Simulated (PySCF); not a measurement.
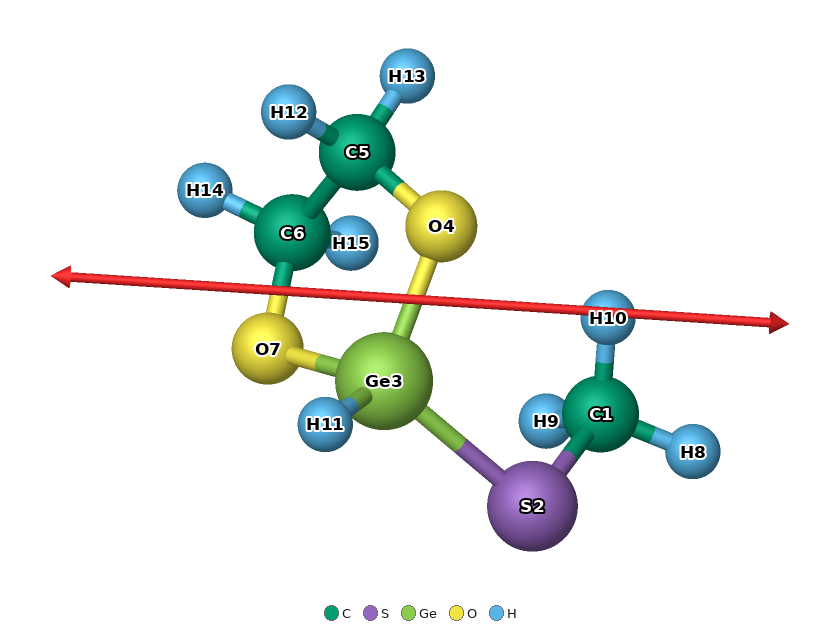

The double arrow shows the direction of the transition dipole to excited singlet state 5 (its length means nothing). Computed geometry: PBE0-D3(BJ)/def2-SVP optimisation. No frequency run is at hand to confirm it as a minimum. Method: TDDFT CAM-B3LYP/def2-SVPD, vertical, gas phase, core orbitals frozen in the response (PySCF 2.14.0).

Question: Give its energy, strength and character.

Answer: 7.04 eV (176 nm), oscillator strength 0.038, of mixed character, with the largest part HOMO → LUMO+2 (weight 0.40); transition dipole 1.19 D.
